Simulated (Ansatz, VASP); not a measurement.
## BiP: VASP beside Ansatz

Aim: how closely do two programs agree when they are given the same cell, functional and k mesh? The cell is generated by rule, not measured, and may not be a known phase. The cell is taken from a series of VASP runs on this material, whose earlier steps may have relaxed, scaled or displaced it; both programs get it as it stands. Valence electrons are named where the data sets of a main pair hold unlike numbers.

Main program and level: Ansatz 0.2.0; plane waves, with VASP 6.6.1 beside it; band structure at PBE, spin-orbit coupling.

The structure was built from a prototype and need not be the compound's stable phase.

## (1) The structure

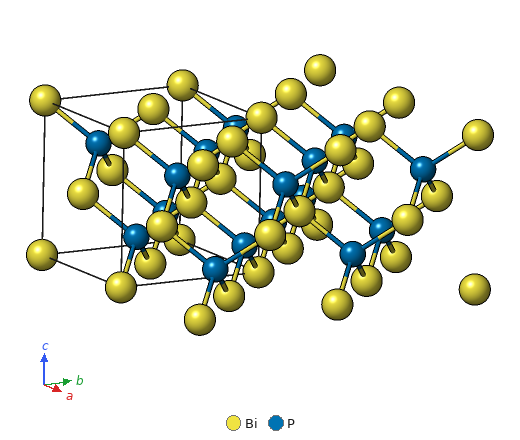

The cell as given, slightly off an axis (bismuth yellow, phosphorus blue). 2×2×1 cells are drawn. This picture shows the conventional cell, with its axes. Bonds to atoms that aren't drawn are left out. Some periodic images of atoms are drawn too.

Structure file:

```cif
data_structure
_symmetry_space_group_name_H-M 'F-43m'
_symmetry_Int_Tables_number 216
_cell_length_a 5.9583
_cell_length_b 5.9583
_cell_length_c 5.9583
_cell_angle_alpha 90.000
_cell_angle_beta 90.000
_cell_angle_gamma 90.000
_cell_volume 211.52
loop_
_atom_site_label
_atom_site_type_symbol
_atom_site_symmetry_multiplicity
_atom_site_Wyckoff_symbol
_atom_site_fract_x
_atom_site_fract_y
_atom_site_fract_z
_atom_site_occupancy
Bi1 Bi 4 a 0.00000 0.00000 0.00000 1
P1 P 4 d 0.25000 0.25000 0.75000 1
```

## (2) Ansatz: band structure, PBE, spin-orbit coupling

Ansatz runs on its fully relativistic PAW (standard-fr) files.

With cell and atoms fixed, the geometry can't cause a difference; cores, projectors, grids and the points listed under the comparison can.

Contents of input.yaml:

```yaml
crystal:
  lattice:
    - [0.0, 2.97913, 2.97913]
    - [2.97913, 0.0, 2.97913]
    - [2.97913, 2.97913, 0.0]
  atoms:
    - { symbol: Bi, position: [0.0, 0.0, 0.0] }
    - { symbol: P, position: [0.25, 0.25, 0.25] }
hamiltonian:
  xc: pbe
  pseudopotentials: { kind: paw_fr }
magnetization:
  noncollinear: true
  spin_orbit: true
kpoints:
  mp_grid: { grid: [8, 8, 8] }
  band_path:
    path:
      - [0.0, 0.0, 0.0]
      - [0.16667, 0.0, 0.16667]
      - [0.33333, 0.0, 0.33333]
      - [0.5, 0.0, 0.5]
      - [0.5, 0.08333, 0.58333]
      - [0.5, 0.18333, 0.68333]
      - [0.5, 0.25, 0.75]
      - [0.45, 0.3, 0.75]
      - [0.40833, 0.34167, 0.75]
      - [0.35, 0.35, 0.7]
      - [0.225, 0.225, 0.45]
      - [0.075, 0.075, 0.15]
      - [0.03333, 0.03333, 0.03333]
      - [0.23333, 0.23333, 0.23333]
      - [0.4, 0.4, 0.4]
      - [0.51667, 0.46667, 0.51667]
      - [0.55833, 0.38333, 0.55833]
      - [0.60833, 0.28333, 0.60833]
      - [0.60833, 0.25, 0.64167]
      - [0.55833, 0.25, 0.69167]
      - [0.51667, 0.25, 0.73333]
      - [0.5, 0.3, 0.7]
      - [0.5, 0.38333, 0.61667]
      - [0.5, 0.48333, 0.51667]
      - [0.475, 0.475, 0.55]
      - [0.425, 0.425, 0.65]
      - [0.38333, 0.38333, 0.73333]
      - [0.59167, 0.18333, 0.59167]
      - [0.55, 0.1, 0.55]
      - [0.5, 0.0, 0.5]
    npoints: 1
scf:
  occupations: { method: gaussian, width: 0.02 }
  n_extra_bands: 14
output:
  forces: true
  stress: true
  eigenvalues: true
```

On the command line:

```
$ ansatz run input.yaml --threads 2 --pin off --max-ram 4608MiB --backend cpu --events-out ev --progress --plain --runs-dir out
```

Numbers of over 12 decimals in the logs are rounded to 6 here.

The log of the run:

```text
scf.n_extra_bands = 14 over 20 filled bands (N_el = 20.0): the run solves 34 bands
Engine: ansatz 0.2.0, aarch64-unknown-linux-gnu
Pseudopotentials: kind: paw_fr
Pseudopotential: Bi, paw_fr, valence charge 15, recommended cutoff 420 eV (normal), Bi.paw.azcp#standard-fr
Pseudopotential: P, paw_fr, valence charge 5, recommended cutoff 420 eV (normal), P.paw.azcp#standard-fr
Functional definition: PBE
  parameter kappa = 0.804
  parameter beta = 0.066725
  exchange = pbe_x(kappa = kappa, mu = beta*pi^2/3)
  correlation = pbe_c(beta = beta)
non-collinear run that drives no moment, with spin-orbit: no starting moment large enough to seed its density (crystal.atoms[].spin), no starting occupations that ask for one, no magnetisation constraint and no magnetic field, so the semilocal B_xc is pinned to zero
Crystal: 2 atoms, lattice volume = 52.881 Å³
Basis set: ecut = 420 eV, 1037 PW (Γ), exchange–correlation on 60×60×60 points (8 copies of the dense FFT grid, shifted against one another)
Bands: 34, of which v1, the nominal top of the filled ones, is band 20 counted from 1 (19 counted from 0)
Symmetry: 24 space group operations + 24 with time reversal
Magnetic group: BNS 216.75 (UNI 1577), of the structure as read, at distance tolerance 3.8e-5 Å
k-points: 29 of 512 (time reversal used)
Projection manifold: j_resolved (fully-relativistic pseudo-atomic orbitals)
Non-local potential: Bi, projectors of the file, l = 0: 2, l = 1: 4, l = 2: 4, l = 3: 4
Non-local potential: P, projectors of the file, l = 0: 2, l = 1: 4, l = 2: 4
PAW form: soft (Blöchl's): semilocal exchange-correlation on the pseudo side does not see the compensation charge
PAW one-centre angular grid: Bi, 590 points (default); XC on 96 Gauss nodes
PAW one-centre angular grid: P, 110 points (default); XC on 64 Gauss nodes
Initial density: superposition of atomic densities (chi_scale 0.1, normalization cell, long waves kept (reshape's long-wave potential 0.00 eV rms))
Initial wavefunctions: pseudopotential atomic-orbital guess
Functional: x = pbe(κ = 0.804, μ = 0.219515), c = pbe(β = 0.066725)
SCF iter   1: F=—  HF=-13192.731474 eV  |F-HF|=—  |Δ(HF+E_count)|=         —  Δρ=2.90e-2  dr2=8.80e-1  dr2_m=0.00e0 (ungated)  ethr=3.10e-3  |M|=0.00e0 ∫|m|=0.00e0 μB  |m|>n=0.0e0 m-floor=0.0e0 τ_xc=0.0e0  β_m=0.30  ⟨swp⟩=8.5  Hψ=6015  notcnv=0  defer=29
preconditioner: auto → none  [insulator: Δε(μ)=0.092 eV  Ē_g=12.197 eV  σ=0.020 eV  W_gap=0.67  n_scr=14 (ndim 8)  ℏωp=16.1 eV  f_vac=0.000  D(μ)=4.52/eV (n_scr^D=58)  ε∞_Penn≈2.8]
SCF iter   2: F=—  HF=-13192.505436 eV  |F-HF|=—  |Δ(HF+E_count)|=   2.26e-1  Δρ=1.24e-2  dr2=9.68e-2  dr2_m=0.00e0 (ungated)  ethr=3.10e-3  |M|=0.00e0 ∫|m|=0.00e0 μB  |m|>n=0.0e0 m-floor=0.0e0 τ_xc=0.0e0  β_m=0.36  ⟨swp⟩=2.4  Hψ=1491  notcnv=0  defer=212
SCF iter   3: F=—  HF=-13192.485423 eV  |F-HF|=—  |Δ(HF+E_count)|=   2.00e-2  Δρ=5.99e-3  dr2=1.49e-2  dr2_m=0.00e0 (ungated)  ethr=4.84e-4  |M|=0.00e0 ∫|m|=0.00e0 μB  |m|>n=0.0e0 m-floor=0.0e0 τ_xc=0.0e0  β_m=0.53  ⟨swp⟩=2.8  Hψ=1183  notcnv=0  defer=214
SCF iter   4: F=—  HF=-13192.483168 eV  |F-HF|=—  |Δ(HF+E_count)|=   2.25e-3  Δρ=8.28e-4  dr2=1.87e-4  dr2_m=0.00e0 (ungated)  ethr=7.44e-5  |M|=0.00e0 ∫|m|=0.00e0 μB  |m|>n=0.0e0 m-floor=0.0e0 τ_xc=0.0e0  β_m=0.60  ⟨swp⟩=2.7  Hψ=1180  notcnv=0  defer=214
SCF iter   5: F=—  HF=-13192.483206 eV  |F-HF|=—  |Δ(HF+E_count)|=   3.74e-5  Δρ=1.47e-4  dr2=4.61e-6  dr2_m=0.00e0 (ungated)  ethr=9.35e-7  |M|=0.00e0 ∫|m|=0.00e0 μB  |m|>n=0.0e0 m-floor=0.0e0 τ_xc=0.0e0  β_m=0.75  ⟨swp⟩=2.4  Hψ=1209  notcnv=0  defer=214
SCF iter   6: F=—  HF=-13192.483208 eV  |F-HF|=—  |Δ(HF+E_count)|=   1.97e-6  Δρ=1.17e-5  dr2=1.13e-7  dr2_m=0.00e0 (ungated)  ethr=2.31e-8  |M|=0.00e0 ∫|m|=0.00e0 μB  |m|>n=0.0e0 m-floor=0.0e0 τ_xc=0.0e0  β_m=0.75  ⟨swp⟩=2.6  Hψ=1600  notcnv=0  defer=214
SCF iter   7: F=-13192.483208 eV  HF=-13192.483207 eV  |F-HF|=8.97e-10  |Δ(HF+E_count)|=   2.22e-8  Δρ=2.21e-6  dr2=1.24e-9  dr2_m=0.00e0 (ungated)  ethr=5.00e-10  |M|=0.00e0 ∫|m|=0.00e0 μB  |m|>n=0.0e0 m-floor=0.0e0 τ_xc=0.0e0  ⟨swp⟩=12.4  Hψ=5800  notcnv=0
SCF 1 converged in 7 iterations: F = -13192.483208 eV  dr2 = 1.24e-9
  greatest PAW one-centre occupation: 0.986 electrons in one spin orbital (limit 2), on the Bi atom at site 0 (counted from 0), in its partial waves of l = 2
NSCF: frozen V_eff on 30 k-points
SCF converged after 7 iterations
Magnetization: |M| = 0.0000 μB,  M = (+0.0000, +0.0000, +0.0000) μB
Absolute magnetization: 0.0000 μB (∫|m|)
  site 0: m = (+0.0000, +0.0000, +0.0000) μB, |m| = 0.0000 μB  (R = 1.06 Å)
  site 1: m = (+0.0000, +0.0000, +0.0000) μB, |m| = 0.0000 μB  (R = 1.06 Å)
Free energy (F): -13192.483208 eV
Harris-Foulkes:  -13192.483207 eV  (|F-HF|=8.97e-10)
Internal energy: -13192.482716 eV  (E = F + TS)
E sigma→0 (E₀):  -13192.482962 eV
Entropy (-TS):   -0.000491 eV (-0.246 meV/atom)
Fermi energy:    9.527838 eV
--- Per-component energies (eV) ---
  E_band       = -102.168614
  E_kinetic    = 378.619774
  E_local      = -1719.067245  (includes V_loc(G=0)·N_el)
  E_nonlocal   = 596.863800
  E_hartree    = 571.716902
  E_xc         = -215.302123
  E_vxc        = -207.994337  (∫ρ·V_xc dr)
  E_paw        = -11274.897170  (= ΣΔE_a)
  E_vpaw       = -294.023361  (= ΣTr[D̂ρ^β])
  E_aug_tail   = -0.000378  (compensation charges beyond the density's cutoff)
  E_ewald      = -1530.416276
  E_smearing   = -0.000491  (= −TS)
  E_closure    = 0.000000  (closes the sum)
  Σ components = -13192.483208   (vs F -13192.483208, Δ=0.00e0)
--- Forces (eV/Å), atoms counted from 1 ---
  atom   1  Bi    -0.00000000    -0.00000000     0.00000000
  atom   2  P      0.00000000    -0.00000000     0.00000000
  max |Σ_I F_I| component: 6.66e-16 eV/Å
--- Stress (GPa, compression-positive) ---
       18.991716      -0.000000      -0.000000
       -0.000000      18.991716       0.000000
       -0.000000       0.000000      18.991716
  P = ⅓ Tr σ = 18.9917 GPa (189.917 kbar)
--- Band table (eV; the first three rows and the last of 29) ---
  k-point 0: bands = [... 16 lower, 7.5579, 7.5579, 7.5579, 7.5579, 9.4560, 9.4560, 10.8344, 10.8344, ... 10 higher]
  k-point 1: bands = [... 16 lower, 7.3289, 7.3490, 7.6460, 7.6460, 9.8400, 9.8400, 11.0835, 11.0835, ... 10 higher]
  k-point 2: bands = [... 16 lower, 6.9130, 6.9370, 7.4361, 7.4361, 10.6120, 10.6120, 11.6419, 11.6657, ... 10 higher]
  k-point 28: bands = [... 16 lower, 4.5967, 4.6406, 10.3164, 10.3513, 10.8538, 11.7590, 11.8710, 12.2961, ... 10 higher]
```

Elapsed: 18 s, on 2 threads of Arm Neoverse N1, shared host; peak memory 0.48 GiB.

The column dr2 measures how far the density is from self-consistency, as an energy; F and HF (Harris–Foulkes) agree once it is small.

## (3) VASP: band structure, PBE, spin-orbit coupling

The same cell, functional, mesh and smearing now go to VASP, with its own data sets.

Lines of VASP's logs that name or quote its potential files are left out, and so is its time.

Contents of INCAR:

```
SYSTEM = BiP
PREC = Accurate
ENCUT = 400
EDIFF = 1E-06
NELM = 100
ISMEAR = 0
SIGMA = 0.02
LREAL = .FALSE.
ALGO = Normal
GGA = PE
LNONCOLLINEAR = .TRUE.
MAGMOM = 0 0 0 0 0 0
NBANDS = 32
GGA_COMPAT = .FALSE.
LASPH = .TRUE.
LSORBIT = .TRUE.
LORBIT = 11
LWAVE = .FALSE.
LCHARG = .FALSE.
KPAR = 4
ISIF = 2
```

Contents of POSCAR:

```
BiP
1.0
    0.0000000000      2.9791300000      2.9791300000
    2.9791300000      0.0000000000      2.9791300000
    2.9791300000      2.9791300000      0.0000000000
Bi P
1 1
Direct
    0.0000000000      0.0000000000      0.0000000000
    0.2500000000      0.2500000000      0.2500000000
```

Contents of KPOINTS:

```
Automatic mesh
0
Gamma
8 8 8
0 0 0
```

Contents of KPOINTS_OPT:

```
Line mode
16
Line-mode
Reciprocal
  0.00000000   0.00000000   0.00000000 GAMMA
  0.50000000   0.00000000   0.50000000 X

  0.50000000   0.00000000   0.50000000 X
  0.50000000   0.25000000   0.75000000 W

  0.50000000   0.25000000   0.75000000 W
  0.37500000   0.37500000   0.75000000 K

  0.37500000   0.37500000   0.75000000 K
  0.00000000   0.00000000   0.00000000 GAMMA

  0.00000000   0.00000000   0.00000000 GAMMA
  0.50000000   0.50000000   0.50000000 L

  0.50000000   0.50000000   0.50000000 L
  0.62500000   0.25000000   0.62500000 U

  0.62500000   0.25000000   0.62500000 U
  0.50000000   0.25000000   0.75000000 W

  0.50000000   0.25000000   0.75000000 W
  0.50000000   0.50000000   0.50000000 L

  0.50000000   0.50000000   0.50000000 L
  0.37500000   0.37500000   0.75000000 K

  0.62500000   0.25000000   0.62500000 U
  0.50000000   0.00000000   0.50000000 X
```

Potentials, in the order of the species: Bi_d and P (PBE family, release 64).

On the command line:

```
$ mpirun -np 4 vasp_ncl
```

The log of the run:

```text
[banner, memory and clock lines left out]
running    4 mpi-ranks, on    1 nodes
 distrk:  each k-point on    1 cores,    4 groups
 distr:  one band on    1 cores,    1 groups

 POSCAR found type information on POSCAR BiP
 POSCAR found :  2 types and       2 ions
 LDA part: xc-table for (Slater+PW92), standard interpolation
 POSCAR, INCAR and KPOINTS ok, starting setup
 FFT: planning ... GRIDC
 FFT: planning ... GRID_SOFT
 FFT: planning ... GRID
 WAVECAR not read
 entering main loop
       N       E                     dE             d eps       ncg     rms          rms(c)
DAV:   1     0.182808692096E+03    0.18281E+03   -0.83512E+03  2760   0.113E+03
DAV:   2     0.989690320430E+01   -0.17291E+03   -0.16683E+03  2872   0.350E+02
DAV:   3    -0.805990706862E+01   -0.17957E+02   -0.17583E+02  3368   0.126E+02
DAV:   4    -0.877242169136E+01   -0.71251E+00   -0.71047E+00  3224   0.268E+01
DAV:   5    -0.880825555805E+01   -0.35834E-01   -0.35826E-01  4256   0.555E+00    0.473E+00
DAV:   6    -0.849193233177E+01    0.31632E+00   -0.64604E-01  3616   0.491E+00    0.278E+00
DAV:   7    -0.848016644260E+01    0.11766E-01   -0.15267E-01  3304   0.188E+00    0.162E+00
DAV:   8    -0.847712524942E+01    0.30412E-02   -0.15991E-02  3768   0.129E+00    0.491E-01
DAV:   9    -0.847691050426E+01    0.21475E-03   -0.19133E-03  3664   0.369E-01    0.175E-01
DAV:  10    -0.847676727207E+01    0.14323E-03   -0.84830E-04  3856   0.270E-01    0.344E-02
DAV:  11    -0.847678369589E+01   -0.16424E-04   -0.99210E-05  3112   0.577E-02    0.318E-02
DAV:  12    -0.847678993818E+01   -0.62423E-05   -0.16728E-05  3560   0.372E-02    0.118E-02
DAV:  13    -0.847678974816E+01    0.19002E-06   -0.19400E-06  2864   0.163E-02
   1 F= -.84767897E+01 E0= -.84766293E+01  d E =-.320940E-03  mag=    -0.0000    -0.0000     0.0000
 Start KPOINTS_OPT (optional k-point list driver)
k-point batch [1-43\160]
       N       E                     dE             ncg
DAV:   1     0.144310276308E+04   -0.18776E+05     2752
DAV:   2    -0.590167592534E+04   -0.73448E+04     2784
DAV:   3    -0.665940954106E+04   -0.75773E+03     3512
DAV:   4    -0.668904387163E+04   -0.29634E+02     3376
DAV:   5    -0.669042519537E+04   -0.13813E+01     4336
DAV:   6    -0.669043873286E+04   -0.13537E-01     3536
DAV:   7    -0.669043937455E+04   -0.64168E-03     4320
DAV:   8    -0.669043938270E+04   -0.81492E-05     3416
DAV:   9    -0.669043938297E+04   -0.27553E-06     2392
[...]
k-point batch [130-160\160]
       N       E                     dE             ncg
DAV:   1     0.706992700743E+04   -0.16503E+05     1992
DAV:   2     0.177275062869E+04   -0.52972E+04     2056
DAV:   3     0.123996105833E+04   -0.53279E+03     2520
DAV:   4     0.122057730593E+04   -0.19384E+02     2544
DAV:   5     0.121964592115E+04   -0.93138E+00     3016
DAV:   6     0.121963211723E+04   -0.13804E-01     2656
DAV:   7     0.121963166045E+04   -0.45678E-03     3040
DAV:   8     0.121963165363E+04   -0.68239E-05     2568
DAV:   9     0.121963165344E+04   -0.18538E-06     1728
```

OUTCAR, selected parts (step 3):

```text
ion  position               nearest neighbor table
   1  0.000  0.000  0.000-   2 2.58   2 2.58   2 2.58   2 2.58
   2  0.250  0.250  0.250-   1 2.58   1 2.58   1 2.58   1 2.58

  LATTYP: Found a face centered cubic cell.
 ALAT       =     5.9582600000

 Subroutine GETGRP returns: Found 24 space group operations
 (whereof 24 operations were pure point group operations)

The static configuration has the point symmetry T_d .

 Found     43 irreducible k-points:

   k-points           NKPTS =     43   k-points in BZ     NKDIM =     43   number of bands    NBANDS=     32

   dimension x,y,z NGX =    28 NGY =   28 NGZ =   28
   dimension x,y,z NGXF=    56 NGYF=   56 NGZF=   56

   ENCUT  =  400.0 eV  29.40 Ry    5.42 a.u.   6.87  6.87  6.87*2*pi/ulx,y,z

   NELECT =      20.0000    total number of electrons

 k-points in reciprocal lattice and weights: Automatic mesh
   0.00000000  0.00000000  0.00000000       0.002
   0.12500000  0.00000000  0.00000000       0.008
  -0.12500000  0.00000000  0.00000000       0.008
   0.25000000  0.00000000  0.00000000       0.008
  -0.25000000  0.00000000  0.00000000       0.008
   0.37500000  0.00000000  0.00000000       0.008
  -0.37500000  0.00000000  0.00000000       0.008
   0.50000000  0.00000000  0.00000000       0.008
   0.12500000  0.12500000  0.00000000       0.012
[...]
-0.37500000  0.50000000  0.12500000       0.023
  -0.25000000  0.50000000  0.25000000       0.012

 average (electrostatic) potential at core
       1-104.2071       2 -82.0225

 E-fermi :   6.9435

 k-point     1 :       0.0000    0.0000    0.0000
  band No.  band energies     occupation
    ...
     18       4.9405      1.00000
     19       4.9405      1.00000
     20       4.9405      1.00000
     21       6.9147      0.97914
     22       6.9147      0.97914
     23       8.1971      0.00000
     24       8.1971      0.00000
     25       8.1971      0.00000
     26       8.1971      0.00000
     27      11.3811      0.00000
    ...

 k-point     2 :       0.1250    0.0000    0.0000
  band No.  band energies     occupation
    ...
     16       3.9518      1.00000
     17       4.7098      1.00000
     18       4.7297      1.00000
     19       5.0232      1.00000
     20       5.0232      1.00000
     21       7.3000      0.00000
     22       7.3000      0.00000
     23       8.4500      0.00000
     24       8.4500      0.00000
     25       8.4996      0.00000
    ...

 k-point     3 :      -0.1250    0.0000    0.0000
  band No.  band energies     occupation
    ...
     16       3.9518      1.00000
     17       4.7098      1.00000
     18       4.7297      1.00000
     19       5.0232      1.00000
     20       5.0232      1.00000
     21       7.3000      0.00000
     22       7.3000      0.00000
     23       8.4500      0.00000
     24       8.4500      0.00000
     25       8.4996      0.00000
    ...

  Total        6.2502538      6.2502538      6.2502538      0.0000000      0.0000000      0.0000000
  in kB      189.3694311    189.3694311    189.3694311      0.0000000      0.0000000      0.0000000
  external PRESSURE =     189.3694311 kB  Pullay stress =       0.0000000 kB

  energy-cutoff  :      400.00
  volume of cell :       52.88
      direct lattice vectors                 reciprocal lattice vectors
     0.000000000  2.979130000  2.979130000    -0.167834233  0.167834233  0.167834233
     2.979130000  0.000000000  2.979130000     0.167834233 -0.167834233  0.167834233
     2.979130000  2.979130000  0.000000000     0.167834233  0.167834233 -0.167834233

 POSITION                                       TOTAL-FORCE (eV/Angst)
 -----------------------------------------------------------------------------------
      0.00000      0.00000      0.00000        -0.000000     -0.000000     -0.000000
      1.48957      1.48957      1.48957         0.000000      0.000000      0.000000
 -----------------------------------------------------------------------------------
    total drift:                                0.000000      0.000000      0.000000

  FREE ENERGIE OF THE ION-ELECTRON SYSTEM (eV)
  ---------------------------------------------------
  free  energy   TOTEN  =        -8.4767897482 eV

  energy  without entropy=       -8.4764688086  energy(sigma->0) =       -8.47662928

 Spin-Orbit-Coupling matrix elements
 Ion:    1  E_soc:     -1.4289416
 Ion:    2  E_soc:     -0.0025465

 total charge
# of ion       s       p       d       tot
------------------------------------------
    1        1.574   1.373   9.983  12.930
    2        1.125   1.415   0.000   2.540
--------------------------------------------------
tot          2.699   2.788   9.983  15.470

 magnetization (x)
# of ion       s       p       d       tot
------------------------------------------
    1       -0.000   0.000  -0.000   0.000
    2        0.000   0.000   0.000   0.000
--------------------------------------------------
tot          0.000   0.000  -0.000   0.000

 magnetization (y)
# of ion       s       p       d       tot
------------------------------------------
    1        0.000   0.000  -0.000  -0.000
    2        0.000   0.000   0.000   0.000
--------------------------------------------------
tot          0.000   0.000  -0.000   0.000

 magnetization (z)
# of ion       s       p       d       tot
------------------------------------------
    1        0.000   0.000  -0.000   0.000
    2       -0.000  -0.000   0.000  -0.000
--------------------------------------------------
tot         -0.000   0.000  -0.000   0.000

[... 3 further parts left out ...]
```

The k-mesh is coarse for a metal.

The run ends at a pressure of 18.94 GPa.

## (4) Side by side

Known differences besides the potentials themselves: spin-orbit coupling enters by fully relativistic files in Ansatz and inside the spheres in VASP; the cutoff is 420 eV in Ansatz and 400 eV in VASP. Total energies have different zeros and are not compared.

Both answers:

```
      quantity  Ansatz   VASP  difference
pressure (GPa)   18.99  18.94       +0.05
```

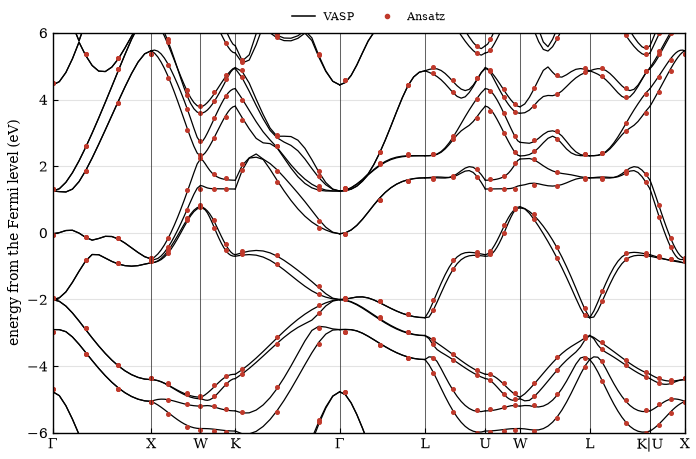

Bands from VASP (lines) and levels from Ansatz (dots). Dots without a line are higher empty bands that the VASP plot leaves out.

Levels from 3 eV below to 2 eV above the Fermi level differ by 36 meV r.m.s. and 92 meV at most; each VASP level is matched to the nearest of Ansatz, which flatters the figure a little. Ansatz's pressure holds a Pulay correction of 0.04 GPa; VASP's holds none.

## (5) What came out

* r.m.s. difference of levels near the Fermi level (band structure, PBE, spin-orbit coupling): 36 meV

What this shows: The r.m.s. difference of levels near the Fermi level is 36 meV (band structure, PBE, spin-orbit coupling), within the 80 meV picked in this series as the mark of a large difference. How closely two codes agree says nothing of how well the functional describes the real material.

[Lines on the potential files, build, host, timing and source positions are cut from VASP's logs without a mark.]

[Logs are printed without paths, hosts, clocks, repeated set-up lines and the standing remarks that a program may print on its own settings, such as how far it seeks lower states.]

[Hosts, paths, dates, database ids (printed as entryN), source tags and the programs' standing remarks are cut or masked in the printed files.]
